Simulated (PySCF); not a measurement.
# InHBrF (SMILES [F][InH][Br]), step by step

Wanted: a geometry optimisation (HF/STO-6G), then vibrational wavenumbers, then a single-point energy (CCSD(T)/ccECP-aug-cc-pVDZ), then the excited states (TDA-PBEsol/CRENBL) of InHBrF. Input form: a Python script.

The calculation is run with PySCF 2.14.0.

## 1. The molecule

InHBrF: 4 atoms, total charge 0, spin state singlet. SMILES: `[F][InH][Br]`. The shape comes from a force field and isn't a relaxed structure. The run starts from this shape.

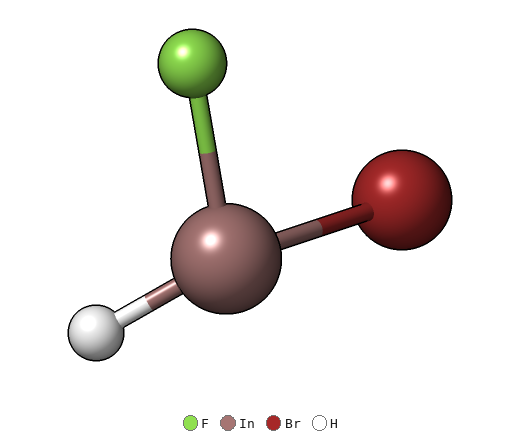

Viewed from a chosen angle; fluorine green, indium brown, bromine red, hydrogen white.

## 2. A structure relaxation at HF/STO-6G (density fitting) (run 1)

start.xyz

```xyz
4

F     -1.480800    -0.083400     1.092600
In    -0.159000    -0.049700    -0.595600
Br     1.730300    -1.351500     0.700600
H     -0.035100     1.424300    -1.218000
```

input.py

```python
# [F][InH][Br]
from pyscf import gto, scf
from pyscf import df
from pyscf.geomopt.geometric_solver import kernel as optimise

mol = gto.M(
    atom='start.xyz',
    basis='sto-6g',
    cart=True,
    max_memory=1860,
    verbose=3,
)

mf = scf.RHF(mol)
mf = mf.density_fit(auxbasis=df.aug_etb(mol, beta=2.0))
converged, mol_eq = optimise(mf, maxsteps=100)
print('converged:', converged)
print(mol_eq.tostring())

mf.reset(mol_eq)
mol = mol_eq
mf.kernel()
e_tot = mf.e_tot
print('Final energy', e_tot)
```

Run with:

```
$ OMP_NUM_THREADS=1 python input.py
```

What it wrote:

```text
maxiter                   100
[... 22 lines left out ...]
> Will converge when all 5 criteria are reached:
[... 63 lines left out ...]
converged SCF energy = -8372.11946210857
[... 32 lines left out ...]
Inverse iteration for Cartesians failed
[... 62 lines left out ...]
WARN: 2 small eigenvectors of overlap matrix removed because of linear dependency between AOs.
[... 87 lines left out ...]
WARN: 2 small eigenvectors of overlap matrix removed because of linear dependency between AOs.
[... 78 lines left out ...]
Converged! =D
[... 1 line left out ...]
converged: True
F          -1.55661563       -0.11456795        0.94265103
In         -0.07658740        0.15860261       -0.14317296
Br          1.69032874       -1.31166945        0.49048400
H          -0.00172569        1.20733478       -1.31036210

WARN: 2 small eigenvectors of overlap matrix removed because of linear dependency between AOs.

converged SCF energy = -8372.13670629197
Final energy -8372.136706291967
```

Run time: 2.4 min. Hardware: 1 thread of Intel Xeon at 2.50GHz (Skylake/Cascade Lake), shared host; peak memory 0.28 GiB.

The path in brief:

| step | energy from the first frame kept (eV) | largest force (eV/Å) |
| --- | --- | --- |
| 0 | 0.0000 | 6.3505 |
| 1 | -0.8943 | 4.6527 |
| 2 | -1.4759 | 3.0774 |
| 3 | -1.4862 | 2.8357 |
| 4 | -0.6710 | 8.8718 |
| 5 | -1.5964 | 4.1137 |
| 6 | -1.3366 | 2.6359 |
| 7 | -1.6450 | 2.1844 |
| 8 | -1.8857 | 0.9743 |
| 9 | -1.9269 | 0.3340 |
| 10 | -1.9383 | 0.3186 |
| 11 | -1.9443 | 0.1458 |
| 12 | -1.9451 | 0.0142 |
| 13 | -1.9451 | 0.0057 |

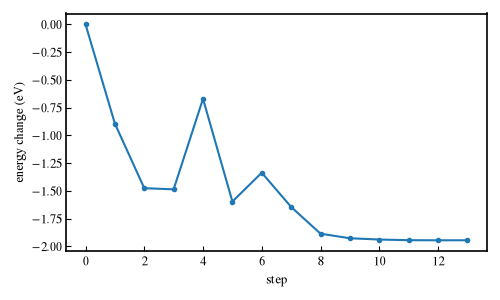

Energy along the run.

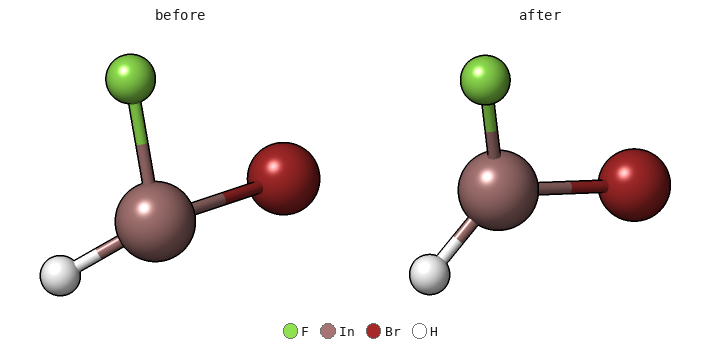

Before and after, at one scale.

After the run. Bond lengths: F1–In2 1.856 Å, In2–Br3 2.384 Å, In2–H4 1.571 Å. Angles: F1–In2–Br3 110.2°, F1–In2–H4 124.8°, Br3–In2–H4 125.0°.

## 3. Vibrational wavenumbers at HF/STO-6G (density fitting) (run 2)

mol.xyz

```xyz
4

F     -2.006932     0.293188     0.759439
In    -0.526903     0.566359    -0.326385
Br     1.240013    -0.903913     0.307272
H     -0.452042     1.615091    -1.493574
```

input.py

```python
# [F][InH][Br]
import numpy
from pyscf import gto, scf, symm
from pyscf import df
from pyscf.hessian import thermo

system = gto.M(
    atom='mol.xyz',
    cart=True,
    verbose=3,
    charge=0,
    spin=0,
    basis='sto-6g',
    max_memory=1860,
)

calc0 = scf.RHF(system)
calc0 = calc0.density_fit(auxbasis=df.aug_etb(system, beta=2.0))
calc0.kernel()

e_tot = calc0.e_tot
print('Final energy', e_tot)
hess = calc0.Hessian().kernel()
modes = thermo.harmonic_analysis(system, hess)
print('frequencies (1/cm)', numpy.round(modes['freq_wavenumber'], 1))
symm.geom.TOLERANCE = 1e-3  # for the symmetry number
th = thermo.thermo(calc0, modes['freq_au'], 500, 101325)
thermo.dump_thermo(system, th)
```

Run with:

```
$ OMP_NUM_THREADS=1 python input.py
```

What it wrote:

```text
WARN: 2 small eigenvectors of overlap matrix removed because of linear dependency between AOs.

converged SCF energy = -8372.1367062927
Final energy -8372.136706292702
frequencies (1/cm) [ 144.2  295.6  475.1  619.9  649.3 2005. ]
temperature 500.0000 [K]
pressure 101325.00 [Pa]
Rotational constants [GHz] 10.82919 1.55905 1.36285
Symmetry number 1
Zero-point energy (ZPE) 0.00954 [Eh]   25056.852 [J/mol]
                           tot       elec      trans        rot        vib
Entropy [J/mol/K]       346.885      0.000    186.458    119.574     40.854
Cv [J/mol/K]             61.658      0.000     12.472     12.472     36.715
Cp [J/mol/K]             69.972      0.000     20.786     12.472     36.715
Internal energy [J/mol]                      6235.845   6235.845  35981.627
Internal energy [Eh]   -8372.11825  -8372.13671
Enthalpy [J/mol]                            10393.075   6235.845  35981.627
Enthalpy [Eh]          -8372.11667
Gibbs free energy [J/mol]                  -82835.757 -53550.924  15554.705
Gibbs free energy [Eh] -8372.18273
```

It took 93 s on 1 thread of Intel Xeon at 2.50GHz (Skylake/Cascade Lake), shared host; peak memory 0.71 GiB.

## 4. The energy at CCSD(T)/ccECP-aug-cc-pVDZ (core potential) (run 3)

calc.py

```python
# [F][InH][Br]
from pyscf import gto, cc

mol = gto.M(
    atom='''
F       -1.556616      -0.114568       0.942651
In      -0.076587       0.158603      -0.143173
Br       1.690329      -1.311669       0.490484
H       -0.001726       1.207335      -1.310362
''',
    ecp='ccecp',
    spin=0,
    charge=0,
    verbose=4,
    basis='ccecp-aug-cc-pvdz',
    max_memory=1860,
)

hf = mol.RHF()
hf.kernel()

mycc = cc.CCSD(hf)
mycc.kernel()
e_t = mycc.ccsd_t()
etot = mycc.e_tot + e_t
print('E = %.10f Eh' % etot)
dip = hf.dip_moment()
pop, q = hf.mulliken_pop()
```

Run with:

```
$ OMP_NUM_THREADS=1 python calc.py
```

What it wrote:

```text
PySCF version 2.14.0

[... 56 lines left out ...]
converged SCF energy = -39.6492544952702
[... 11 lines left out ...]
Init t2, MP2 energy = -40.0308359600253  E_corr(MP2) -0.381581464755145
[... 12 lines left out ...]
CCSD converged
[... 3 lines left out ...]
Dipole moment(X, Y, Z, Debye):  0.58370,  1.94087, -2.39712
[... 80 lines left out ...]
charge of    3H =      0.14343
```

It took 32 s on 1 thread of Intel Xeon at 2.50GHz (Skylake/Cascade Lake), shared host; peak memory 0.33 GiB.

## 5. The excited states at TDA-PBEsol/CRENBL (density fitting, core potential, spin of roots triplet) (run 4)

run.py

```python
# [F][InH][Br]
from pyscf import gto, dft, tdscf

mol = gto.Mole()
mol.atom = 'F -1.556616 -0.114568 0.942651; In -0.076587 0.158603 -0.143173; Br 1.690329 -1.311669 0.490484; H -0.001726 1.207335 -1.310362'
mol.basis = 'crenbl'
mol.verbose = 4
mol.ecp = {'F': 'crenbl', 'In': 'crenbl', 'Br': 'crenbl'}
mol.max_memory = 1860
mol.spin = 0
mol.charge = 0
mol.build()

mf = dft.RKS(mol)
mf.xc = 'pbesol'
mf = mf.density_fit()
mf.kernel()

e_final = mf.e_tot
print('E = %.10f Eh' % e_final)

td = mf.TDA()
td.nstates = 5
td.singlet = False
td.kernel()
td.analyze()
roots = td.e * 27.211386
```

Run with:

```
$ OMP_NUM_THREADS=1 python run.py
```

What it wrote:

```text
PySCF version 2.14.0

[... 64 lines left out ...]
WARN: Even tempered Gaussians are generated as DF auxbasis for  Br In F H
[... 26 lines left out ...]
converged SCF energy = -239.722257399005
[... 23 lines left out ...]
** Transition electric dipole moments (AU) **
state          X           Y           Z        Dip. S.      Osc.
  1         0.0000      0.0000      0.0000      0.0000      0.0000
  2         0.0000      0.0000      0.0000      0.0000      0.0000
  3         0.0000      0.0000      0.0000      0.0000      0.0000
  4         0.0000      0.0000      0.0000      0.0000      0.0000
  5         0.0000      0.0000      0.0000      0.0000      0.0000

WARN: ECP detected. Skipping calculation of transition velocity and magnetic dipole moments, which have not yet been implemented.
```

Wall time 46 s (1 thread of Intel Xeon at 2.50GHz (Skylake/Cascade Lake), shared host); peak memory 0.43 GiB.

The roots found:

| excited state | energy (eV) |
| --- | --- |
| 1 | 5.013 |
| 2 | 5.077 |
| 3 | 5.125 |
| 4 | 5.310 |
| 5 | 5.668 |

## 6. Outcome

| quantity | value |
| --- | --- |
| run 1, HF/STO-6G: total energy at the end | -8372.13671 Eh |
| run 1, HF/STO-6G: dipole moment | 2.32 D |
| run 1, HF/STO-6G: HOMO energy | -7.84 eV |
| run 1, HF/STO-6G: LUMO energy | 5.45 eV |
| run 1, HF/STO-6G: HOMO–LUMO gap | 13.30 eV |
| run 2, HF/STO-6G: lowest harmonic wavenumber | 144 cm⁻¹ |
| run 2, HF/STO-6G: highest harmonic wavenumber | 2005 cm⁻¹ |
| run 2, HF/STO-6G: zero-point energy | 25.1 kJ/mol |
| run 2, HF/STO-6G: ideal-gas entropy at 500 K (symmetry number 1 as used) | 82.9 cal/(mol K) |
| run 3, CCSD(T)/ccECP-aug-cc-pVDZ: total energy | -40.05847 Eh |
| run 3, CCSD(T)/ccECP-aug-cc-pVDZ: dipole moment (Hartree–Fock density) | 3.14 D |
| run 3, CCSD(T)/ccECP-aug-cc-pVDZ: HOMO energy (Hartree–Fock orbitals) | -11.47 eV |
| run 3, CCSD(T)/ccECP-aug-cc-pVDZ: LUMO energy (Hartree–Fock orbitals) | 0.38 eV |
| run 3, CCSD(T)/ccECP-aug-cc-pVDZ: HOMO–LUMO gap (Hartree–Fock orbitals) | 11.85 eV |
| run 3, CCSD(T)/ccECP-aug-cc-pVDZ: correlation energy | -409.2 mEh |
| run 3, CCSD(T)/ccECP-aug-cc-pVDZ: (T) correction | -9.93 mEh |
| run 3, CCSD(T)/ccECP-aug-cc-pVDZ: T1 diagnostic | 0.014 |
| run 4, TDA-PBEsol/CRENBL: ground-state or mean-field energy | -239.72226 Eh |
| run 4, TDA-PBEsol/CRENBL: dipole moment (PBEsol Kohn–Sham density) | 2.73 D |
| run 4, TDA-PBEsol/CRENBL: HOMO energy (PBEsol Kohn–Sham orbitals) | -7.19 eV |
| run 4, TDA-PBEsol/CRENBL: LUMO energy (PBEsol Kohn–Sham orbitals) | -2.11 eV |
| run 4, TDA-PBEsol/CRENBL: HOMO–LUMO gap (PBEsol Kohn–Sham orbitals) | 5.07 eV |
| run 4, TDA-PBEsol/CRENBL: lowest triplet excitation energy | 5.01 eV |

The optimisation (run 1, HF/STO-6G) took 13 steps and changed the energy by -1.945 eV. Relativity is left out (run 1, HF/STO-6G) although the molecule holds a heavy atom. All 6 modes (run 2, HF/STO-6G) are real, so the shape is a minimum at this level. Relativity is left out (run 2, HF/STO-6G) although the molecule holds a heavy atom. The triples (run 3, CCSD(T)/ccECP-aug-cc-pVDZ) make up 2.4 % of the correlation energy. Mulliken charges (run 4, TDA-PBEsol/CRENBL) of the mean-field density run from -0.52 on F1 to +0.80 on In2.
